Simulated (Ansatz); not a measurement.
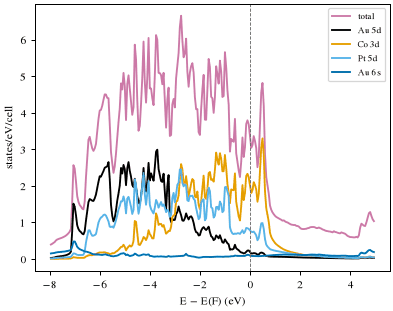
Figure. Total and projected density of states of CoPtAu in space group P3m1 (No. 156; Co on 1a, Pt on 1b, Au on 1c), DFT-PBE in the program Ansatz with PAW potentials

Q: Which orbitals carry the states next to the Fermi level?

A: Within 0.5 eV of the Fermi level: Co 3d 61 %, Pt 5d 23 %, Au 5d 5 %. Projections are on Löwdin-orthogonalised atomic valence shells; empty p or d shells of many metals are not among them.

Q: Where is the tallest occupied peak in this window, and what makes it?

A: Near -2.8 eV, about 6.7 states/eV per cell; the largest projected share is Co 3d.

The start of the workflow was typed in or built on a structure type; neither database checked (COD, Materials Project) lists it. Whether it is the stable phase at ambient conditions was not checked. The cell was relaxed with PBE under the symmetry of its start; its stability against distortions is not shown here. The final state is ferromagnetic, the only order run, not a proven ground state. Scalar-relativistic: spin–orbit coupling is off unless named, which matters more the heavier the elements.

Potentials: the later of the program's two PAW sets.
